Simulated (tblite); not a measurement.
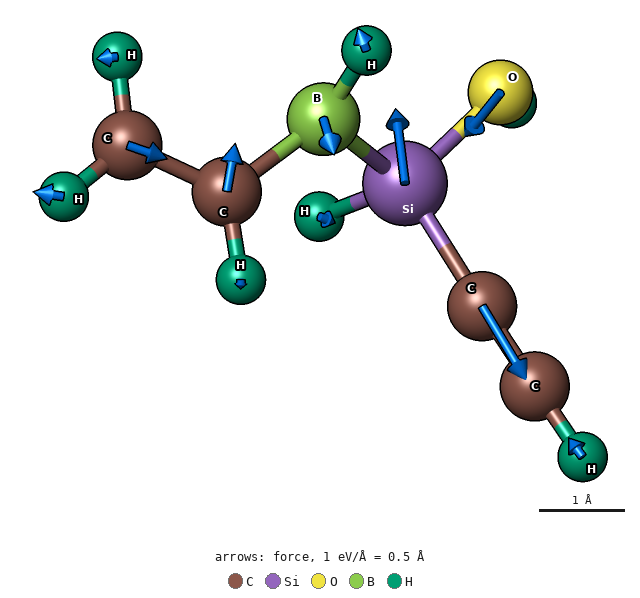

Starting geometry of C4H7BOSi with the computed forces as blue arrows. A ball-and-stick model, seen at a tilt.

Computed with tblite 0.8.0, GFN2-xTB geometry optimisation, gas phase. 

What follows when this structure is relaxed?

It isn't relaxed: the largest force vector, on the Si atom, is 2.18 eV/Å. The final displacements have little in common with the starting forces (cosine between the two patterns 0.17). The energy falls by 43.9 kJ/mol in 112 geometry steps. An H atom moves most after the best rigid fit: 0.76 Å. Largest moves by element: H 0.76 Å, C 0.30 Å, B 0.22 Å, Si 0.12 Å, O 0.11 Å. Among the contacts that change: C–Si 1.809 → 1.872 Å, O–Si 1.701 → 1.642 Å, H–O 0.988 → 0.953 Å, B–Si 1.922 → 1.956 Å. Among the angles between lasting bonds that change: B–Si–H 106.6° → 118.7°, Si–O–H 113.3° → 121.9°, H–C–H 124.2° → 115.6°. Groups turn about B–C by about 40°, O–Si by about 35°.
